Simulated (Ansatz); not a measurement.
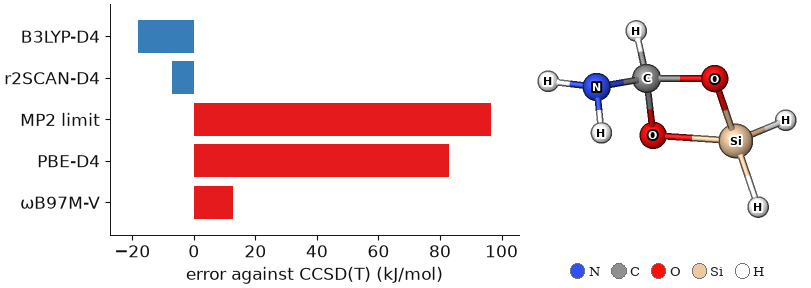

Error in the electronic atomisation energy (method less reference, so positive means overbinding) of CH₅NO₂Si, SMILES NC1O[SiH2]O1: functionals in def2-TZVPP against frozen-core CCSD(T) at the limit (MP2 extrapolated from triple and quadruple zeta, plus CCSD(T) less MP2 in a smaller set), which gives 3824.3 kJ/mol, at a PBE0-D4/def2-TZVP geometry (no frequency check), no zero-point or spin-orbit term, the Ansatz code. The reference leaves out core correlation, a term that grows with the number of heavy atoms. Limit means the basis limit.

Which of these levels overbind, and which underbind?

Overbind: MP2 limit and PBE-D4. Underbind: none clearly. Within 25 kJ/mol of zero, too close to call in view of what the reference leaves out: B3LYP-D4, r2SCAN-D4 and ωB97M-V.

What range do the values span?

From −18.1 kJ/mol (B3LYP-D4) to 96.6 kJ/mol (MP2 limit).
